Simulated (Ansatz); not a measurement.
Breaking a bond: H2Be, SMILES [BeH2], singlet. The Be1–H3 bond (Be1 also carries H; H3 carries nothing else) is varied alone, starting from the PBE0/def2-TZVP optimised geometry.

```
3

Be     0.0000     0.0000     0.0000
H      0.0000     0.0000    -1.3387
H      0.0000     0.0000     1.3387
```

Levels of theory: RKS-PBE = restricted PBE/cc-pVDZ (Ansatz, a quantum-chemistry and plane-wave program); UCCSDT = CCSDT on UHF/cc-pVDZ, frozen core run with Ansatz; FCI = full CI/cc-pVDZ, frozen core (Ansatz); UKS-PBE = unrestricted PBE/cc-pVDZ run with Ansatz.

Energies are in mEh, each relative to the lowest point of its own curve near equilibrium.

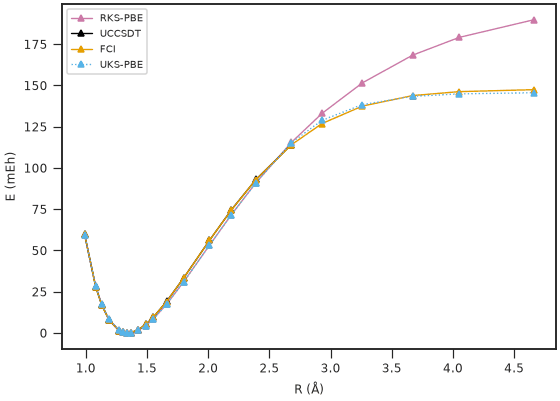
*Energy against bond length for each method.*

```json
[
 {"R / Å": "0.99", "RKS-PBE": "59.5", "UCCSDT": "59.8", "FCI": "59.8", "UKS-PBE": "59.5"},
 {"R / Å": "1.08", "RKS-PBE": "28.4", "UCCSDT": "28.2", "FCI": "28.2", "UKS-PBE": "28.4"},
 {"R / Å": "1.13", "RKS-PBE": "17.3", "UCCSDT": "16.9", "FCI": "16.9", "UKS-PBE": "17.3"},
 {"R / Å": "1.19", "RKS-PBE": "8.2", "UCCSDT": "7.8", "FCI": "7.8", "UKS-PBE": "8.2"},
 {"R / Å": "1.27", "RKS-PBE": "1.7", "UCCSDT": "1.5", "FCI": "1.5", "UKS-PBE": "1.7"},
 {"R / Å": "1.30", "RKS-PBE": "0.6", "UCCSDT": "0.5", "FCI": "0.5", "UKS-PBE": "0.6"},
 {"R / Å": "1.34", "RKS-PBE": "0.0", "UCCSDT": "0.0", "FCI": "0.0", "UKS-PBE": "0.0"},
 {"R / Å": "1.37", "RKS-PBE": "0.1", "UCCSDT": "0.3", "FCI": "0.3", "UKS-PBE": "0.1"},
 {"R / Å": "1.43", "RKS-PBE": "1.6", "UCCSDT": "2.0", "FCI": "2.0", "UKS-PBE": "1.6"},
 {"R / Å": "1.49", "RKS-PBE": "4.5", "UCCSDT": "5.2", "FCI": "5.2", "UKS-PBE": "4.5"},
 {"R / Å": "1.55", "RKS-PBE": "8.4", "UCCSDT": "9.4", "FCI": "9.4", "UKS-PBE": "8.4"},
 {"R / Å": "1.66", "RKS-PBE": "17.4", "UCCSDT": "19.1", "FCI": "19.1", "UKS-PBE": "17.4"},
 {"R / Å": "1.80", "RKS-PBE": "31.1", "UCCSDT": "33.4", "FCI": "33.4", "UKS-PBE": "31.1"},
 {"R / Å": "2.01", "RKS-PBE": "53.1", "UCCSDT": "56.1", "FCI": "56.1", "UKS-PBE": "53.1"},
 {"R / Å": "2.19", "RKS-PBE": "71.8", "UCCSDT": "74.7", "FCI": "74.7", "UKS-PBE": "71.8"},
 {"R / Å": "2.39", "RKS-PBE": "91.1", "UCCSDT": "93.0", "FCI": "93.0", "UKS-PBE": "91.1"},
 {"R / Å": "2.68", "RKS-PBE": "115.5", "UCCSDT": "114.2", "FCI": "114.1", "UKS-PBE": "115.4"},
 {"R / Å": "2.93", "RKS-PBE": "133.1", "UCCSDT": "—", "FCI": "126.9", "UKS-PBE": "128.9"},
 {"R / Å": "3.26", "RKS-PBE": "151.6", "UCCSDT": "—", "FCI": "137.5", "UKS-PBE": "138.4"},
 {"R / Å": "3.67", "RKS-PBE": "168.4", "UCCSDT": "—", "FCI": "143.9", "UKS-PBE": "143.4"},
 {"R / Å": "4.05", "RKS-PBE": "179.1", "UCCSDT": "—", "FCI": "146.3", "UKS-PBE": "144.9"},
 {"R / Å": "4.66", "RKS-PBE": "189.8", "UCCSDT": "—", "FCI": "147.5", "UKS-PBE": "145.6"}
]
```

At the longest distance, 4.66 Å, RKS-PBE lies highest above its minimum (189.8 mEh) and UKS-PBE lowest (145.6 mEh).

Dashes: no converged value, or the column stops at the first point that the program doubted or that broke a chosen test of continuity, which isn't proof of a fault.

The restricted form behind RKS-PBE keeps the bonding electrons paired and can't separate into open-shell fragments. The unrestricted determinant behind UCCSDT is spin-contaminated at 2.19 to 4.66 Å (<S²> up to 1.0, against 0.00 for a pure singlet). The unrestricted determinant behind UKS-PBE is spin-contaminated at 2.68 to 4.66 Å (<S²> up to 1.0, against 0.00 for a pure singlet).
